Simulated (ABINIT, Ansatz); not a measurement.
# NaI (Fm-3m): third-order response, part 2 of 2

Aim: Raman and infrared lines of NaI (Fm-3m).

ABINIT 10.8.3; DFT LDA, scalar-relativistic, plane waves, PseudoDojo norm-conserving pseudopotentials.

So far. Step 3 (Self-consistent run for the response): The cell stands at -0.22 GPa: the relaxation ran with a smoothed and higher cutoff and on another k mesh. Step 5 (Zone-centre response): The acoustic modes at Γ come out as far as 4.6 cm⁻¹ from zero, where they should vanish, a small numerical error; the Born charges miss their sum rule by 1.1e-4 e, which is good. The relaxed cell has a = 6.263 Å (conventional setting).

## Step 6: Modes with the sum rule

anaddb reads the merged derivatives, imposes the acoustic sum rule and charge neutrality, and adds the LO-TO term along chosen directions.

anaddb.abi reads:

```
ddb_filepath "gamma_DDB"
output_file "anaddb.abo"
outdata_prefix "anaddb"
asr 1
chneut 1
enunit 2
eivec 1
nph1l 1
qph1l 0.0 0.0 0.0 1.0
dieflag 1
nph2l 3
qph2l 
    1.0 0.0 0.0 0.0
    0.0 0.0 1.0 0.0
    1.0 1.0 1.0 0.0
nlflag 1
ramansr 1
alphon 1
prtmbm 1
```

mrgddb.in reads:

```
gamma_DDB
merged
3
dfpt_gammao_DS2_DDB
dfpt_gammao_DS3_DDB
gso_DDB
```

Command:

```
$ mrgddb < mrgddb.in > mrgddb.log
$ OMP_NUM_THREADS=1 anaddb anaddb.abi > anaddb.log
```

anaddb.abo, the main output file:

```text
[banners, grids, parts of the stress and lines that vanish by symmetry left out]
-outvars_anaddb: echo values of input variables ----------------------

 Flags :
[...]
Dielectric Tensor and Effective Charges
[...]
Effective charge tensors after
[...]
1          1       -0.000000000       -0.000000000       -0.000000000
[...]
1          2       -0.000000000       -0.000000000       -0.000000000
[...]
1          3       -0.000000000       -0.000000000       -0.000000000
[...]
2          1       -0.000000000       -0.000000000       -0.000000000
[...]
2          2       -0.000000000       -0.000000000       -0.000000000
[...]
2          3       -0.000000000       -0.000000000       -0.000000000
[...]
Phonon wavevector (reduced coordinates) :  0.00000  0.00000  0.00000
 Phonon energies in Hartree :
[...]
Phonon energies in meV     :
-  0.000000E+00  0.000000E+00  0.000000E+00  1.614008E+01  1.614008E+01
-  1.614008E+01
 Phonon frequencies in cm-1    :
-  0.000000E+00  0.000000E+00  0.000000E+00  1.301786E+02  1.301786E+02
-  1.301786E+02
 Phonon frequencies in Thz     :
-  0.000000E+00  0.000000E+00  0.000000E+00  3.902655E+00  3.902655E+00
-  3.902655E+00
 Phonon energies in Kelvin  :
-  0.000000E+00  0.000000E+00  0.000000E+00  1.872979E+02  1.872979E+02
-  1.872979E+02
[...]
-  1  0.00000000E+00  0.00000000E+00  1.91305379E-03
-     0.00000000E+00  0.00000000E+00  0.00000000E+00
-  2  0.00000000E+00  0.00000000E+00  1.91305534E-03
-     0.00000000E+00  0.00000000E+00  0.00000000E+00
[...]
-  1  0.00000000E+00 -1.91305379E-03  0.00000000E+00
-     0.00000000E+00  0.00000000E+00  0.00000000E+00
-  2  0.00000000E+00 -1.91305534E-03  0.00000000E+00
-     0.00000000E+00  0.00000000E+00  0.00000000E+00
[...]
-  1  1.91305379E-03  0.00000000E+00  0.00000000E+00
-     0.00000000E+00  0.00000000E+00  0.00000000E+00
-  2  1.91305534E-03  0.00000000E+00  0.00000000E+00
-     0.00000000E+00  0.00000000E+00  0.00000000E+00
[...]
-  1  1.05373035E-07  5.12104706E-07 -4.49467916E-03
-     0.00000000E+00  0.00000000E+00  0.00000000E+00
-  2  0.00000000E+00  0.00000000E+00  8.14246712E-04
-     0.00000000E+00  0.00000000E+00  0.00000000E+00
[...]
-  1  0.00000000E+00  4.49467916E-03  5.12106495E-07
-     0.00000000E+00  0.00000000E+00  0.00000000E+00
-  2  0.00000000E+00 -8.14246713E-04  0.00000000E+00
-     0.00000000E+00  0.00000000E+00  0.00000000E+00
[...]
-  1  4.49467919E-03  0.00000000E+00  1.05364339E-07
-     0.00000000E+00  0.00000000E+00  0.00000000E+00
-  2 -8.14246718E-04  0.00000000E+00  0.00000000E+00
-     0.00000000E+00  0.00000000E+00  0.00000000E+00
[...]
-     1         -0.000000    -0.000000    -0.000001     0.000001
-     2         -0.000000     0.000001     0.000000     0.000001
-     3         -0.000001     0.000000    -0.000000     0.000001
-     4         -0.000000    -0.000000    -1.357105     1.357105
-     5          0.000000     1.357105     0.000000     1.357105
-     6          1.357105     0.000000    -0.000000     1.357105
[...]
-   1     Real    0.0000E+00  0.0000E+00  0.0000E+00  0.0000E+00  0.0000E+00  0.0000E+00  0.0000E+00
[...]
-   2     Real    0.0000E+00  0.0000E+00  0.0000E+00  0.0000E+00  0.0000E+00  0.0000E+00  0.0000E+00
[...]
-   3     Real    0.0000E+00  0.0000E+00  0.0000E+00  0.0000E+00  0.0000E+00  0.0000E+00  0.0000E+00
[...]
-   4     Real    0.0000E+00  0.0000E+00  3.8428E-05  0.0000E+00  0.0000E+00  0.0000E+00  3.8428E-05
[...]
-   5     Real    0.0000E+00  3.8428E-05  0.0000E+00  0.0000E+00  0.0000E+00  0.0000E+00  3.8428E-05
[...]
-   6     Real    3.8428E-05  0.0000E+00  0.0000E+00  0.0000E+00  0.0000E+00  0.0000E+00  3.8428E-05
[...]
-         0.000000000       0.000000000       0.000000000
-         0.000000000       0.000000000       0.000000000
[...]
Phonon at Gamma, with non-analyticity in the
[...]
Phonon energies in Hartree :
[...]
Phonon energies in meV     :
-  0.000000E+00  0.000000E+00  0.000000E+00  1.614008E+01  1.614008E+01
-  2.231261E+01
 Phonon frequencies in cm-1    :
-  0.000000E+00  0.000000E+00  0.000000E+00  1.301786E+02  1.301786E+02
-  1.799634E+02
 Phonon frequencies in Thz     :
-  0.000000E+00  0.000000E+00  0.000000E+00  3.902655E+00  3.902655E+00
-  5.395166E+00
 Phonon energies in Kelvin  :
-  0.000000E+00  0.000000E+00  0.000000E+00  1.872979E+02  1.872979E+02
-  2.589271E+02
[...]
-  1  0.00000000E+00  0.00000000E+00  1.91305379E-03
[...]
-  2  0.00000000E+00  0.00000000E+00  1.91305534E-03
[...]
Phonon at Gamma, with non-analyticity in the
[...]
Phonon energies in Hartree :
[...]
Phonon energies in meV     :
-  0.000000E+00  0.000000E+00  0.000000E+00  1.614008E+01  1.614008E+01
-  2.231261E+01
 Phonon frequencies in cm-1    :
-  0.000000E+00  0.000000E+00  0.000000E+00  1.301786E+02  1.301786E+02
-  1.799634E+02
 Phonon frequencies in Thz     :
-  0.000000E+00  0.000000E+00  0.000000E+00  3.902655E+00  3.902655E+00
-  5.395166E+00
 Phonon energies in Kelvin  :
-  0.000000E+00  0.000000E+00  0.000000E+00  1.872979E+02  1.872979E+02
-  2.589271E+02
[...]
Phonon at Gamma, with non-analyticity in the
[...]
Phonon energies in Hartree :
[...]
Phonon energies in meV     :
-  0.000000E+00  0.000000E+00  0.000000E+00  1.614008E+01  1.614008E+01
-  2.231261E+01
 Phonon frequencies in cm-1    :
-  0.000000E+00  0.000000E+00  0.000000E+00  1.301786E+02  1.301786E+02
-  1.799634E+02
 Phonon frequencies in Thz     :
-  0.000000E+00  0.000000E+00  0.000000E+00  3.902655E+00  3.902655E+00
-  5.395166E+00
 Phonon energies in Kelvin  :
-  0.000000E+00  0.000000E+00  0.000000E+00  1.872979E+02  1.872979E+02
-  2.589271E+02
[...]
-  1  1.65603467E-06 -1.91304691E-03 -4.94064192E-06
[...]
-  2  1.65628243E-06 -1.91304821E-03 -4.94039950E-06
[...]
-  1  1.91305289E-03  1.65325185E-06  1.24133320E-06
[...]
-  2  1.91305419E-03  1.65300682E-06  1.24108785E-06
[...]
-  1  4.98582938E-04  2.89945936E-03 -3.39804230E-03
[...]
-  2 -9.03222464E-05 -5.25260017E-04  6.15582264E-04
[...]
-  1  3.63586428E-03 -2.24971763E-03 -1.38614665E-03
[...]
-  2 -6.58665598E-04  4.07554159E-04  2.51111439E-04
[...]
-         0.000000000       0.000000000       0.000000000
-         0.000000000       0.000000000       0.000000000
[...]
-         0.000000000       0.000000000       0.000000000
-         0.000000000       0.000000000       0.000000000
-         0.000000000       0.000000000       0.000000000
[...]
-         0.000000000       0.000000000       0.000000000
-         0.000000000       0.000000000       0.000000000
-         0.000000000       0.000000000       0.000000000
[...]
Direction                     Dielectric constant
[...]
0.00000   0.00000   1.00000      6.94595450
   1.00000   1.00000   1.00000      6.94595450
-
```

It took 1.1 s on 1 thread of Intel Xeon 6975P-C (Granite Rapids), shared host.

Read from the output:

| Property | Result |
| --- | --- |
| highest optical zone-centre mode (no LO-TO term) | 130.2 cm⁻¹ |
| lowest optical zone-centre mode | 130.2 cm⁻¹ |
| mean static dielectric constant | 6.946 |
| highest mode moved by the LO-TO term | 180.0 cm⁻¹ |

No LO-TO term; unit eigenvectors of the mass-weighted matrix, from anaddb's displacements. The modes at Γ (shares of kinetic energy by element, %):

```csv
mode,frequency (cm⁻¹),symmetry,Na %,I %
1,0.0,acoustic,15,85
2,0.0,acoustic,15,85
3,0.0,acoustic,15,85
4,130.2,T1u,85,15
5,130.2,T1u,85,15
6,130.2,T1u,85,15
```

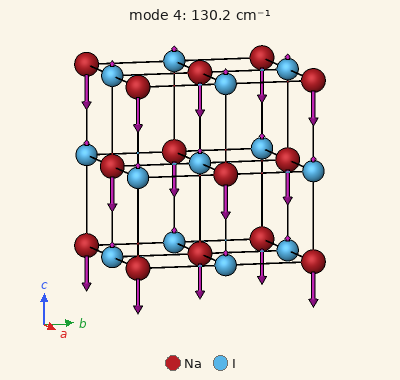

Displacement patterns of mode 4 at Γ; arrows are exaggerated. Some periodic images of atoms are drawn too.

Trace of the oscillator strength, degenerate modes summed. Infrared lines, with heights relative to the strongest:

```csv
position (cm⁻¹),lines merged,"IR intensity, relative"
130,3,100
```

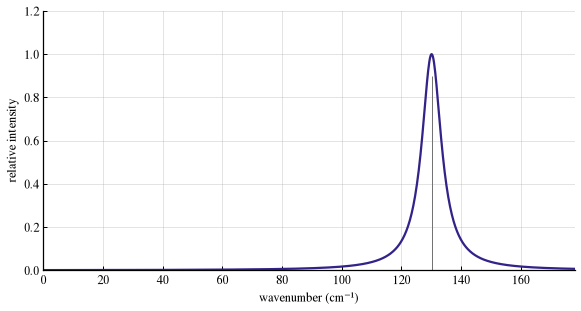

The infrared spectrum, broadened with Lorentzians of width 8 cm⁻¹; bars mark the lines.

Static dielectric tensor (ions relaxed, fixed cell):

```
6.95 0.00 0.00
0.00 6.95 0.00
0.00 0.00 6.95
```

The rule also moves an optical mode by 0.4 cm⁻¹.

## Step 7: A second program

The same cell goes through another code at the same cutoff. The files are of one family, but Ansatz's library holds files of its own making for some heavy elements, so those for I may differ. Its k mesh is centred on Γ.

This step: DFT LDA, scalar-relativistic, plane waves, norm-conserving pseudopotentials of its library (PseudoDojo's, some remade) (Ansatz 0.2.0).

input.yaml reads:

```yaml
crystal:
  lattice:
    - [0.0, 3.1316025911, 3.1316025911]
    - [3.1316025911, 0.0, 3.1316025911]
    - [3.1316025911, 3.1316025911, 0.0]
  atoms:
    - { symbol: Na, position: [0.0, 0.0, 0.0] }
    - { symbol: I, position: [0.5, 0.5, 0.5] }
kpoints:
  mp_grid: { grid: [6, 6, 6] }
hamiltonian:
  xc: lda
  pseudopotentials: { kind: nc, accuracy: standard }
scf:
  occupations: { method: fixed }
output:
  eigenvalues: true
basis:
  ecutwfc: 1034.033
phonons:
  method: dfpt
  dielectric: true
  rigid_motions: translations
  raman: true
```

Command:

```
$ ansatz run input.yaml --threads 4 --pin off --max-ram 8192MiB --backend cpu --events-out ev --progress --plain --runs-dir out
```

Output:

```text
Warning: basis.ecutwfc = 1034.033 eV is below the records' recommended 1197.300995 eV, and the density's cutoff is lower with it unless basis.ecutrho_ratio is high enough to keep the records' density cutoff: compare with a run at a higher cutoff
Engine: ansatz 0.2.0, x86_64-unknown-linux-gnu
Pseudopotentials: kind: nc
Pseudopotential: Na, nc, valence charge 9, recommended cutoff 1197.300995 eV (normal), Na.nc.azcp (PseudoDojo's, or run here from an input of PseudoDojo's; its table is named by hamiltonian.pseudopotentials.accuracy)
Pseudopotential: I, nc, valence charge 7, recommended cutoff 952.398519 eV (normal), I.nc.azcp (PseudoDojo's, or run here from an input of PseudoDojo's; its table is named by hamiltonian.pseudopotentials.accuracy)
Functional definition: SPW92
  exchange = slater_x
  correlation = pw_c
Crystal: 2 atoms, lattice volume = 61.423 Å³
Basis set: ecut = 1034.033 eV, 4645 PW (Γ), exchange–correlation on 96×96×96 points (8 copies of the dense FFT grid, shifted against one another)
Bands: 12, of which v1, the nominal top of the filled ones, is band 8 counted from 1 (7 counted from 0)
Symmetry: 48 space group operations
k-points: 30 of 216 (irreducible under 8 space group operations, time reversal used)
Non-local potential: Na, projectors of the file, l = 0: 2, l = 1: 2
Non-local potential: I, projectors of the file, l = 0: 2, l = 1: 2, l = 2: 2, l = 3: 2
Initial density: superposition of atomic densities (chi_scale 0.1, normalization cell, long waves kept (reshape's long-wave potential 0.00 eV rms))
Initial wavefunctions: pseudopotential atomic-orbital guess
Functional: x = slater, c = lda
SCF iter   1: F=—  HF=-1598.618715 eV  |F-HF|=—  |Δ(HF+E_count)|=         —  Δρ=5.50e-2  dr2=1.25e0  ethr=3.10e-3  ⟨swp⟩=5.0  Hψ=1856  notcnv=0  defer=51
preconditioner: auto → none  [insulator: Δε(μ)=3.043 eV  Ē_g=10.394 eV  n_scr=14 (ndim 8)  ℏωp=13.4 eV  f_vac=0.000  ε∞_Penn≈2.7]
SCF iter   2: F=—  HF=-1597.969174 eV  |F-HF|=—  |Δ(HF+E_count)|=   6.50e-1  Δρ=1.03e-2  dr2=5.37e-2  ethr=3.10e-3  ⟨swp⟩=2.8  Hψ=955  notcnv=0  defer=56
SCF iter   3: F=—  HF=-1597.943944 eV  |F-HF|=—  |Δ(HF+E_count)|=   2.52e-2  Δρ=4.95e-3  dr2=5.44e-3  ethr=3.36e-4  ⟨swp⟩=2.2  Hψ=632  notcnv=0  defer=56
SCF iter   4: F=—  HF=-1597.942121 eV  |F-HF|=—  |Δ(HF+E_count)|=   1.82e-3  Δρ=3.94e-4  dr2=1.23e-4  ethr=3.40e-5  ⟨swp⟩=3.0  Hψ=644  notcnv=0  defer=56
SCF iter   5: F=—  HF=-1597.942106 eV  |F-HF|=—  |Δ(HF+E_count)|=   1.53e-5  Δρ=9.27e-5  dr2=2.84e-6  ethr=7.67e-7  ⟨swp⟩=2.0  Hψ=468  notcnv=0  defer=56
SCF iter   6: F=—  HF=-1597.942106 eV  |F-HF|=—  |Δ(HF+E_count)|=   1.14e-7  Δρ=1.61e-5  dr2=7.20e-8  ethr=1.78e-8  ⟨swp⟩=2.3  Hψ=581  notcnv=0  defer=41
SCF iter   7: F=—  HF=-1597.942061 eV  |F-HF|=—  |Δ(HF+E_count)|=   4.44e-5  Δρ=2.02e-6  dr2=7.25e-10  ethr=4.50e-10  ⟨swp⟩=2.0  Hψ=464  notcnv=0  defer=2
SCF iter   8: F=-1597.942061 eV  HF=-1597.942061 eV  |F-HF|=1.30e-11  |Δ(HF+E_count)|=  1.78e-10  Δρ=1.80e-7  dr2=1.95e-11  ethr=1.00e-12  ⟨swp⟩=9.1  Hψ=2412  notcnv=0
SCF 1 converged in 8 iterations: F = -1597.942061 eV  dr2 = 1.95e-11
NSCF: frozen V_eff on 2 k-points
DFPT response loops at Γ: preconditioner auto → none (the input reference at scf.mixing.eps_inf says where Resta's filter doesn't serve); β = 0.50; Broyden in place of MSR1
── the response to a field inside a basis, on 8×8×8 k-points: an SCF that follows is theirs, and a resumed run solves both again ──
Bands: 9, of which v1, the nominal top of the filled ones, is band 8 counted from 1 (7 counted from 0)
k-points: 60
Initial density: handed on by an earlier stage of this run
Initial wavefunctions: pseudopotential atomic-orbital guess (no wavefunctions were taken with the density)
Eigensolver: Dense (60 Hₖ)
SCF iter   1: F=—  HF=-1597.941802 eV  |F-HF|=—  |Δ(HF+E_count)|=         —  Δρ=2.40e-4  dr2=3.27e-6  ethr=1.00e-1
preconditioner: auto → none  [insulator: Δε(μ)=3.722 eV  Ē_g=9.045 eV  n_scr=14 (ndim 8)  ℏωp=13.4 eV  f_vac=0.000  ε∞_Penn≈3.2]
SCF iter   2: F=—  HF=-1597.941802 eV  |F-HF|=—  |Δ(HF+E_count)|=   1.04e-7  Δρ=1.05e-4  dr2=4.28e-7  ethr=2.04e-8
SCF iter   3: F=—  HF=-1597.941802 eV  |F-HF|=—  |Δ(HF+E_count)|=   2.01e-7  Δρ=2.42e-5  dr2=2.33e-8  ethr=2.67e-9
SCF iter   4: F=—  HF=-1597.941802 eV  |F-HF|=—  |Δ(HF+E_count)|=   1.59e-8  Δρ=8.99e-7  dr2=1.29e-10  ethr=1.46e-10
SCF iter   5: F=-1597.941802 eV  HF=-1597.941802 eV  |F-HF|=7.28e-12  |Δ(HF+E_count)|=  3.32e-11  Δρ=2.89e-7  dr2=8.32e-12  ethr=1.00e-12
SCF 1 converged in 5 iterations: F = -1597.941802 eV  dr2 = 8.32e-12
DFPT response loops at Γ: mixed as the last ones told, above
DFPT response loops at Γ: mixed as the last ones told, above
SCF converged after 8 iterations
Free energy (F): -1597.942061 eV
Harris-Foulkes:  -1597.942061 eV  (|F-HF|=1.30e-11)
Internal energy: -1597.942061 eV  (E = F + TS)
E sigma→0 (E₀):  -1597.942061 eV
Fermi energy:    2.372784 eV
--- Per-component energies (eV) ---
  E_band       = -224.737144
  E_kinetic    = 842.096613
  E_local      = -1523.965350  (includes V_loc(G=0)·N_el)
  E_nonlocal   = -348.832838
  E_hartree    = 566.478804
  E_xc         = -290.715361
  E_vxc        = -326.993220  (∫ρ·V_xc dr)
  E_ewald      = -843.003930
  E_smearing   = -0.000000  (= −TS)
  E_closure    = -0.000000  (closes the sum)
  Σ components = -1597.942061   (vs F -1597.942061, Δ=0.00e0)
--- Band table (eV; the first three rows and the last of 30) ---
  k-point 0: bands = [... 4 lower, -9.0336, 2.3728, 2.3728, 2.3728, 5.9833, 10.2173, 10.2173, 10.2173]
  k-point 1: bands = [... 4 lower, -8.9366, 1.4760, 2.2777, 2.2777, 6.8747, 9.7317, 10.4474, 10.4474]
  k-point 2: bands = [... 4 lower, -8.7280, 0.2534, 2.1025, 2.1025, 7.3494, 10.0373, 10.0373, 10.6683]
  k-point 29: bands = [... 4 lower, -8.5070, 0.3494, 1.0206, 1.2818, 7.6944, 8.6961, 11.1021, 11.1281]
--- Phonons (Γ-DFPT): 2 representative perturbations + reference, on 30 of 216 k-points (Σ response iterations 6) ---
  k mesh reduced under 8 symmetry operations, with k and −k counted as one. Each operation leaves every solved perturbation unchanged. A smaller set is not considered because the run solves the response to a homogeneous field
  ASR residual: 1.421e-4 → 0.000e0 eV/Å²; symmetrization residual: 6.705e-7 eV/Å²
  ASR residual per site (eV/Å²): 9.28e-5 1.42e-4
  Γ frequencies (cm⁻¹): 0.00 0.00 0.00 130.19 130.19 130.19
  ε∞ (high-frequency dielectric tensor):
        3.635192     0.000000     0.000000
        0.000000     3.635192    -0.000000
        0.000000    -0.000000     3.635192
  ε⁰ (static dielectric tensor: ions relaxed, cell fixed):
        6.943798    -0.000000     0.000000
       -0.000000     6.943798    -0.000000
        0.000000    -0.000000     6.943798
  ε⁰ − ε∞ (ionic part):
        3.308606    -0.000000    -0.000000
       -0.000000     3.308606    -0.000000
       -0.000000    -0.000000     3.308606
  softest optical mode at Γ: 130.19 cm⁻¹; the repairs (sum rule, projections) moved no ω² at Γ by more than (1.07 cm⁻¹)²
  Born effective charges Z* (e; rows j = field, columns β = displacement):
    site 0:
         1.16724    0.00000   -0.00000
        -0.00000    1.16724   -0.00000
         0.00000    0.00000    1.16724
    site 1:
        -1.16724   -0.00000    0.00000
         0.00000   -1.16724    0.00000
        -0.00000   -0.00000   -1.16724
  Z* charge neutrality: 2.961e-4 e pre-enforcement
  solved inside a basis spanned on kpoints, on 8×8×8 k-points transformed towards the longest dipole: ε∞ is read to err by 8.3e-3, Z* by 9.7e-3 e (field_mesh: kpoints solves on kpoints); Z* is corrected for what the basis lacks
  Raman tensors (in the event stream and the table raman_tensors.tsv): an entry may err by 1.5e-3 Å², one of the second-order susceptibility by 6.8e-20 pm/V (basis, points and sum rule); their sum over the sites missed zero by 1.708e-20 Å² ahead of its enforcement
  optical modes at Γ without the LO–TO term, one row a degenerate level:
      ω (cm⁻¹)  modes    IR ((D/Å)²/amu)  static Raman (Å⁴/amu)  depolarisation
        130.19      3             4.8448                 0.0000               —
  optical modes at Γ + LO–TO along q̂ = [1.0000, 0.0000, 0.0000]:
      ω (cm⁻¹)  modes    IR ((D/Å)²/amu)  static Raman (Å⁴/amu)  depolarisation
        130.19      2             3.2299                 0.0000               —
        179.93      1             1.6149                 0.0000               —
  optical modes at Γ + LO–TO along q̂ = [0.0000, 1.0000, 0.0000]:
      ω (cm⁻¹)  modes    IR ((D/Å)²/amu)  static Raman (Å⁴/amu)  depolarisation
        130.19      2             3.2299                 0.0000               —
        179.93      1             1.6149                 0.0000               —
  optical modes at Γ + LO–TO along q̂ = [0.0000, 0.0000, 1.0000]:
      ω (cm⁻¹)  modes    IR ((D/Å)²/amu)  static Raman (Å⁴/amu)  depolarisation
        130.19      2             3.2299                 0.0000               —
        179.93      1             1.6149                 0.0000               —
```

It took 42 s on 4 threads; peak memory 1.3 GiB.

Numbers from this step:

```yaml
sum_rule_residual_before_enforcement: 1.42e-4 eV/Å²
miss_of_the_charge_sum_rule: 2.96e-4 e
estimated_error_of_the_dielectric_tensor: 0.008286
estimated_error_of_the_born_charges: 0.009718 e
largest_born_charge_in_size_third_of_the_trace: 1.167 e
mean_static_dielectric_constant: 6.944
highest_mode_moved_by_the_lo_to_term: 179.9 cm⁻¹
```

Transverse modes. Infrared lines, with heights relative to the strongest:

```csv
position (cm⁻¹),label,"IR intensity ((D/Å)²/amu), degenerate modes summed, relative"
130,T1u,100
```

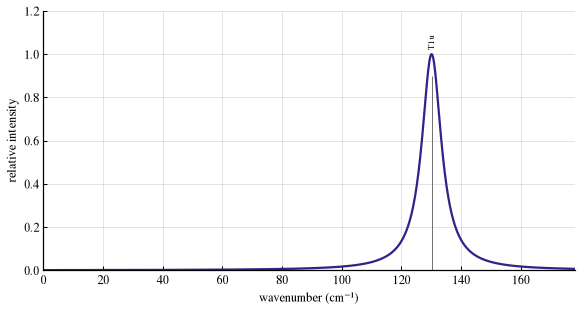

The infrared spectrum, broadened with Lorentzians of width 8 cm⁻¹; bars mark the lines.

## Step 8: Side by side: ABINIT PseudoDojo and Ansatz, library NC

Numbers from this step:

```yaml
root_mean_square_difference: 0.01 cm⁻¹
largest_difference: 0.01 cm⁻¹
```

Frequencies side by side, by row:

```csv
q (reciprocal lattice),mode,ABINIT PseudoDojo (cm⁻¹),"Ansatz, library NC (cm⁻¹)"
0 0 0,1,0,0
0 0 0,2,0,0
0 0 0,3,0,0
0 0 0,4,130.2,130.2
0 0 0,5,130.2,130.2
0 0 0,6,130.2,130.2
```

The two runs side by side. Further quantities:

```csv
quantity,ABINIT PseudoDojo,"Ansatz, library NC"
mean ε∞,3.635,3.635
"largest Born charge in size (e; the first before, the second after the charge sum rule)",1.168,1.167
summed IR intensity ((D/Å)²/amu),4.848,4.845
summed Raman activity (Å⁴/amu),0,0
```

At the zone centre the largest difference (acoustic modes at Γ apart) is 0.008 % of the highest mode.

## Step 9: What came out

- space group after relaxation: Fm-3m
- volume per atom: 30.7 Å³
- highest optical zone-centre mode (no LO-TO term): 130.2 cm⁻¹
- highest mode moved by the LO-TO term: 180.0 cm⁻¹
- mean high-frequency dielectric constant: 3.63
- largest Born charge in size (third of the trace): 1.17 e
- mean static dielectric constant: 6.95
- imaginary optical modes at the zone centre (no q mesh in this session): none
- largest difference from Ansatz, library NC: 0.01 cm⁻¹

What this shows: No mode is Raman active in this structure; the strongest infrared line lies at 130 cm⁻¹. At the LDA level the optical modes of NaI (Fm-3m) at the zone centre (no LO-TO term) lie at 130 cm⁻¹. Along the directions run, the highest mode that the macroscopic field moves lies at 180 cm⁻¹. Lattice motion raises the mean dielectric constant from 3.635 to 6.946. The Born charge of I is -1.168 e against a formal charge of -1, somewhat above it. The Lyddane-Sachs-Teller relation holds: (ωLO/ωTO)² is 1.91 and ε₀/ε∞ is 1.91. ABINIT PseudoDojo and Ansatz, library NC agree to 0.01 cm⁻¹ (0.008 % of the highest mode compared) on all solved modes but the acoustic ones at Γ, without the LO-TO term. These are harmonic frequencies at zero temperature: anharmonic shifts and linewidths and thermal expansion are left out. Spin-orbit coupling is left out, which can matter for the heavy elements here. Ansatz warns that the cutoff lies 14 % under the one recommended for these files; agreement at one cutoff is not convergence.

[Host names and launcher messages were left out of these logs when they were recorded.]

[Logs are printed without paths, hosts, clocks, repeated set-up lines and the standing remarks that a program may print on its own settings, such as how far it seeks lower states.]

[Hosts, paths, dates, database ids (printed as entryN), source tags and the programs' standing remarks are cut or masked in the printed files.]
